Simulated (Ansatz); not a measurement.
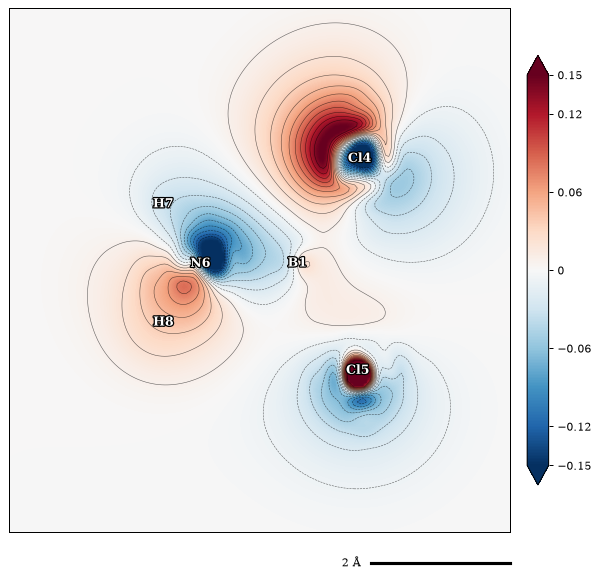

BCl2H2N···H2O. The HOMO−1 on the plane of atoms B1, N6 and H7 (values in Å⁻³ᐟ²; the overall sign is arbitrary).

Method: Ansatz, RKS PBE0/def2-SVP.

```xyz
9

B     0.2459    0.6700   -0.3836
O    -0.1759   -0.3302    2.4373
H    -0.9931   -0.5549    1.9795
Cl    1.6047   -0.3511   -0.8232
Cl   -1.4076    0.1467   -0.7478
N     0.4482    1.9110    0.2182
H     1.3761    2.2751    0.3931
H    -0.3085    2.5654    0.3712
H    -0.0378    0.5904    2.1873
```

Q: Describe this orbital and give its energy.

A: By Hirshfeld shares it lies mainly on N6 (about 45 %), Cl4 (about 25 %), Cl5 (about 10 %) and B1 (about 10 %); largely a combination of lone pairs on N6, Cl4 and Cl5. Its energy is −8.66 eV.
